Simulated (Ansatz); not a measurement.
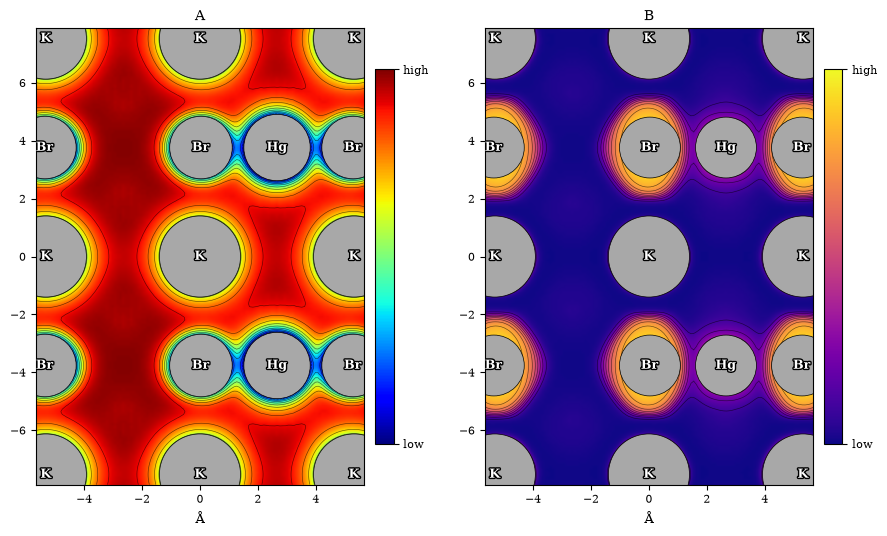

K2HgBr6: 2 fields on the (110) plane of the conventional cell, with unlabelled colour scales. Grey discs cover the atomic cores.

Space group Fm-3m; built by placing these elements on a known structure type; not relaxed (largest force 0.5 eV/Å).

The calculation used DFT, PAW plane waves, r2SCAN (Ansatz).

```cif
data_structure
_symmetry_space_group_name_H-M 'P 1'
_symmetry_Int_Tables_number 1
_cell_length_a 10.6440
_cell_length_b 10.6440
_cell_length_c 10.6440
_cell_angle_alpha 90.000
_cell_angle_beta 90.000
_cell_angle_gamma 90.000
_cell_volume 1205.90
loop_
_atom_site_label
_atom_site_type_symbol
_atom_site_fract_x
_atom_site_fract_y
_atom_site_fract_z
_atom_site_occupancy
K1 K 0.25000 0.25000 0.25000 1
K2 K 0.75000 0.75000 0.25000 1
K3 K 0.75000 0.25000 0.75000 1
K4 K 0.25000 0.75000 0.75000 1
K5 K 0.75000 0.25000 0.25000 1
K6 K 0.25000 0.75000 0.25000 1
K7 K 0.25000 0.25000 0.75000 1
K8 K 0.75000 0.75000 0.75000 1
Hg1 Hg 0.00000 0.00000 0.00000 1
Hg2 Hg 0.50000 0.50000 0.00000 1
Hg3 Hg 0.50000 0.00000 0.50000 1
Hg4 Hg 0.00000 0.50000 0.50000 1
Br1 Br 0.24680 0.00000 0.00000 1
Br2 Br 0.74680 0.50000 0.00000 1
Br3 Br 0.74680 0.00000 0.50000 1
Br4 Br 0.24680 0.50000 0.50000 1
Br5 Br 0.00000 0.24680 0.00000 1
Br6 Br 0.50000 0.74680 0.00000 1
Br7 Br 0.50000 0.24680 0.50000 1
Br8 Br 0.00000 0.74680 0.50000 1
Br9 Br 0.75320 0.00000 0.00000 1
Br10 Br 0.25320 0.50000 0.00000 1
Br11 Br 0.25320 0.00000 0.50000 1
Br12 Br 0.75320 0.50000 0.50000 1
Br13 Br 0.50000 0.25320 0.00000 1
Br14 Br 0.00000 0.75320 0.00000 1
Br15 Br 0.00000 0.25320 0.50000 1
Br16 Br 0.50000 0.75320 0.50000 1
Br17 Br 0.00000 0.00000 0.24680 1
Br18 Br 0.50000 0.50000 0.24680 1
Br19 Br 0.50000 0.00000 0.74680 1
Br20 Br 0.00000 0.50000 0.74680 1
Br21 Br 0.50000 0.00000 0.25320 1
Br22 Br 0.00000 0.50000 0.25320 1
Br23 Br 0.00000 0.00000 0.75320 1
Br24 Br 0.50000 0.50000 0.75320 1
```

### Match the panels to the quantities (electron localisation function and electrostatic potential energy of an electron).

Panel A: electrostatic potential energy of an electron (low next to the atoms, rising into the space between them). Panel B: electron localisation function. From the grid: Hg–Br (2.63 Å): the ELF is about 0.35 at the midpoint. K–Br (3.76 Å): the ELF is about 0.05 at the midpoint: no shared electron pair shows on this line.
